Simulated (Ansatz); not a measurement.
Process, species as SMILES: Cl[Se] (Cl-Se) → Cl atom + Se atom
B3LYP-D3(BJ)/def2-TZVP geometries, fixed; electronic energies without zero-point terms.
Largest species:
```
Se
Cl 1 2.1470
```
Charge 0, spin multiplicity 2.

Basis-set convergence of the atomisation energy at B3LYP with Ansatz (a program for electronic structure). Cartesian d functions, on some or all atoms, in 3-21G, 6-311G**; all else is spherical. The program fits the integrals of some runs and decomposes those of others, by size. Open shells are unrestricted. No added dispersion term, no relativity. Functions are those of the species that has most. Reference: the value in aug-cc-pV(5+d)Z, 63.73 kcal/mol, itself unsure by roughly 0.06 kcal/mol (its mean distance from pcseg-4, aug-pcseg-3, aug-cc-pV(Q+d)Z). Deviations are taken from unrounded values.

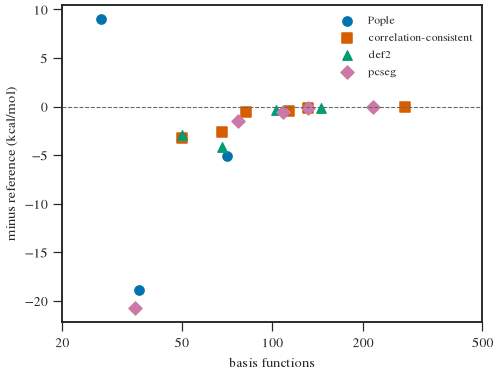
Fig. 1. Deviation from the reference against the number of basis functions, by family of sets.

| basis | functions | atomisation energy (kcal/mol) | minus reference (kcal/mol) |
|---|---|---|---|
| STO-3G | 27 | 72.71 | 8.99 |
| pcseg-0 | 35 | 43.00 | -20.73 |
| 3-21G | 36 | 44.80 | -18.93 |
| cc-pV(D+d)Z | 50 | 60.53 | -3.19 |
| def2-SVP | 50 | 60.84 | -2.89 |
| aug-cc-pV(D+d)Z | 68 | 61.11 | -2.62 |
| def2-SVPD | 68 | 59.58 | -4.15 |
| 6-311G** | 71 | 58.65 | -5.08 |
| pcseg-2 | 77 | 62.21 | -1.51 |
| cc-pV(T+d)Z | 82 | 63.15 | -0.58 |
| def2-TZVPD | 103 | 63.39 | -0.34 |
| aug-pcseg-2 | 109 | 63.14 | -0.59 |
| aug-cc-pV(T+d)Z | 114 | 63.25 | -0.48 |
| cc-pV(Q+d)Z | 132 | 63.56 | -0.17 |
| pcseg-3 | 132 | 63.60 | -0.13 |
| def2-QZVP | 145 | 63.55 | -0.18 |
| pcseg-4 | 216 | 63.72 | -0.01 |
| aug-cc-pV(5+d)Z | 276 | 63.73 | 0.00 |
